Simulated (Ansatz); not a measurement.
**CCSD/3-21G run of SiH4 (SMILES [H][Si]([H])([H])[H])**

Aim: the electronic atomisation energy of SiH4 at CCSD/3-21G, from 3 runs. 

The results are computed with Ansatz 0.2.0.

51 further runs of the same task are left out: 51 set aside as unsound or not needed.

**1. Starting point**

SiH4 has 5 atoms, charge 0, and is taken as a singlet. As SMILES, `[H][Si]([H])([H])[H]`. The coordinates come from a GFN2-xTB relaxation.

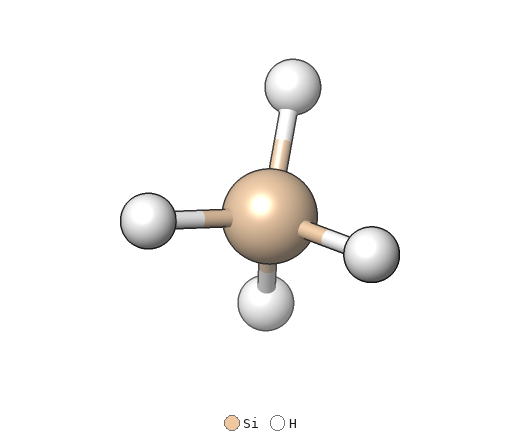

Viewed from a chosen angle; silicon light orange, hydrogen white.

**2. The energy at CCSD/3-21G**

Input file run.yaml:

```yaml
crystal:
  periodic: [false, false, false]
  atoms:
    - {symbol: Si, position_ang: [0.000060, -0.000040, 0.000090]}
    - {symbol: H, position_ang: [0.011300, -0.019430, 1.460880]}
    - {symbol: H, position_ang: [1.373450, 0.011260, -0.497760]}
    - {symbol: H, position_ang: [-0.696580, 1.196700, -0.465720]}
    - {symbol: H, position_ang: [-0.688230, -1.188490, -0.497490]}
basis:
  gaussian:
    orbitals: 3-21G.json
scf:
  omitted_lower_state_checks: [cluster_reference, increment]
correlation:
  method: ccsd
  frozen_orbitals: {H: 0, Si: 5}
accuracy: high
```

The basis set 3-21G is read from a file made from the Basis Set Exchange's data (not shown).

Started as:

```console
$ ansatz run run.yaml --threads 1 --pin off --max-ram 2610MiB --events-out events.jsonl --progress --plain --runs-dir runs
```

Log (excerpt; [...] marks lines left out):

```text
Warning: RAYON_NUM_THREADS=1 ignored (pool sized by the plan → 1); use --threads N
Functional definition: HF
  name "HF"
[...]
424 factors; integrals over basis functions are off by at most 3.8e-9 eV
[...]
mean field -7882.75744278 eV, -289.6859928973 hartree, gradient 4.6e-9 eV, S^2 0.000000; 0 other end points of the search recorded, 0 dependent functions left out
5 core orbitals not correlated: weight in the atoms' cores, before any rotation towards them, 1.000 or more for the frozen orbitals, at most 0.000 for the correlated occupied ones
reference -7882.75744278 eV, -289.6859928973 hartree; 4, 4 occupied and 12, 12 virtual orbitals, 424 factors
second order -1.69984429 eV of doubles, -0.00000000 eV of singles
cycle   1  -2.11750357 eV  change   -4.2e-1 eV  update   5.1e-2
[...]
cycle  17  -2.31654137 eV  change  -6.7e-10 eV  update  3.8e-10
Total energy: -7885.07398415 eV, -289.7711242225 hartree
Checks for a lower state left out: cluster_reference, increment
```

It took 0.14 s on 1 thread of Intel Xeon Platinum 8488C (Sapphire Rapids), shared host.

**3. The H atom: a single-point energy at UHF/3-21G**

Input file run.yaml:

```yaml
basis:
  gaussian: {orbitals: 3-21G.json}
crystal:
  periodic: [false, false, false]
  atoms:
    - symbol: H
      position_ang: [0.000000, 0.000000, 0.000000]
magnetization: {spin_polarized: true, initial_magnetization: 1}
hamiltonian: {xc: hf}
accuracy: high
```

The basis set 3-21G is read from a file made from the Basis Set Exchange's data (not shown).

Run the same way, it converges to -0.49620 Eh (log not shown).

**4. The Si atom, same level**

Input file in.yaml:

```yaml
crystal:
  periodic: [false, false, false]
  atoms:
    - {symbol: Si, position_ang: [0.000000, 0.000000, 0.000000]}
basis:
  gaussian: {orbitals: 3-21G.json}
scf: {omitted_lower_state_checks: [cluster_reference, increment]}
magnetization: {spin_polarized: true, initial_magnetization: 2}
correlation: {method: ccsd, frozen_orbitals: {Si: 5}}
accuracy: high
```

The basis set 3-21G is read from a file made from the Basis Set Exchange's data (not shown).

Run the same way, it converges to -287.36844 Eh (log not shown).

**5. Results**

At CCSD/3-21G, 5 core orbitals frozen:

| quantity | value |
| --- | --- |
| molecule: total energy | -289.77112 Eh |
| molecule: correlation energy (5 core orbitals frozen) | -85.1 mEh |
| molecule: T1 diagnostic | 0.008 |
| H atom: total energy | -0.49620 Eh |
| H atom: ⟨S²⟩ | 0.750 |
| Si atom: total energy | -287.36844 Eh |
| Si atom: correlation energy (5 core orbitals frozen) | -24.0 mEh |
| Si atom: ⟨S²⟩ of the reference determinant | 2.000 |
| Si atom: T1 diagnostic | 0.004 |
| electronic atomisation energy | 11.371 eV |

What this shows: Taking the molecule apart into free atoms costs 11.37 eV (1097 kJ/mol), before zero-point energy and without spin-orbit coupling. The basis has no polarisation functions, which makes bonds too weak.
